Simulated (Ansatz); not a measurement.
H$_{5}$NSSn (SMILES [NH3+][SnH-][SH])

```yaml
atoms:
  - { symbol: N, position_ang: [0.3438, -0.8463, -0.0461] }
  - { symbol: S, position_ang: [2.9228, 1.1685, 0.1533] }
  - { symbol: Sn, position_ang: [1.3557, 0.5857, -1.7617] }
  - { symbol: H, position_ang: [1.0063, -0.5699, 0.7012] }
  - { symbol: H, position_ang: [-0.6138, -0.6411, 0.2671] }
  - { symbol: H, position_ang: [0.4282, -1.8593, -0.2014] }
  - { symbol: H, position_ang: [2.3674, -0.8732, -2.0860] }
  - { symbol: H, position_ang: [2.3043, 2.3471, 0.4476] }
```

Geometry: PBE-D3(BJ)/def2-SVP; core potentials replace the inner electrons of Sn.

All numbers below come from isolated molecule in a Gaussian basis; Kohn-Sham density functional theory, functional PBE0 (Ansatz).

Q: What will maps of the electron density and electron localisation function show?

A: Sn–N (2.45 Å): ρ is about 0.31 e/Å³ halfway; the ELF peaks at about 0.95 in the valence shell of N, 0.7 Å from its nucleus, and drops to about 0.15 between the two atoms.
Sn–S (2.54 Å): the density is about 0.46 e/Å³ at the midpoint; the ELF peaks at about 0.85 in the valence shell of S, 0.9 Å from its nucleus, and drops to about 0.15 between the two atoms.
N–H (1.04 Å): ρ at the midpoint is about 2.8 e/Å³; the ELF climbs to about 1 towards the hydrogen, as it does in any bond to H (an ordinary covalent bond to hydrogen).

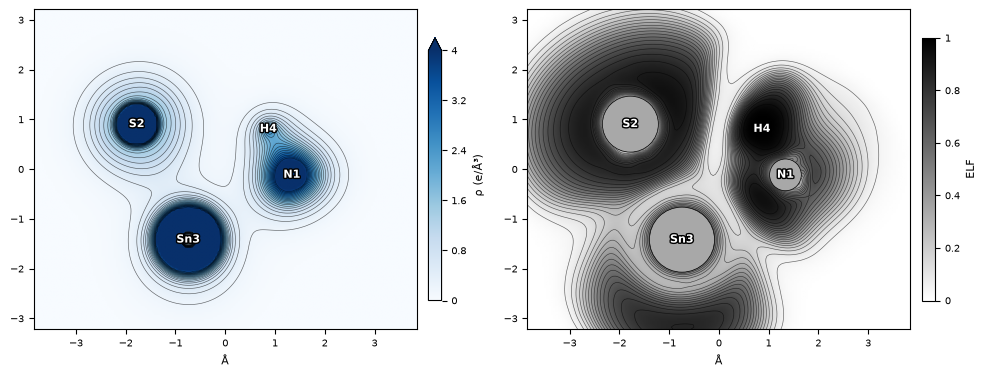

Computed electron density and electron localisation function on the plane of atoms N1, Sn3 and S2, in this order. Grey discs cover the atomic cores in the ELF map. 
